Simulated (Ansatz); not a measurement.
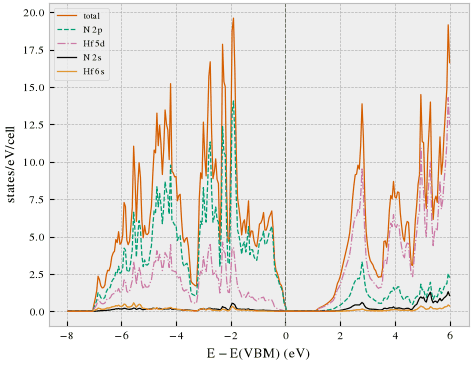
*Total and projected density of states of Hf₃N₄ in space group I-43d (No. 220; Hf on 12a, N on 16c), DFT-LDA in the program Ansatz with PAW potentials*

Question: Which orbitals carry the states next to the gap?

Answer: Top 1 eV of the valence band: N 2p 84 %, Hf 5d 12 %. Bottom 1 eV of the conduction band: Hf 5d 79 %, N 2p 17 %. Projections are on Löwdin-orthogonalised atomic valence shells; empty p or d shells of many metals are not among them.

Question: Where is the tallest occupied peak in this window, and what makes it?

Answer: Near -1.9 eV, about 20 states/eV per cell; the largest projected share is N 2p.

The LDA relaxation kept the symmetry of its start. The run is not spin-polarised. Scalar-relativistic: spin–orbit coupling is off unless named, which matters more the heavier the elements.

Potentials: the later of the program's two PAW sets.
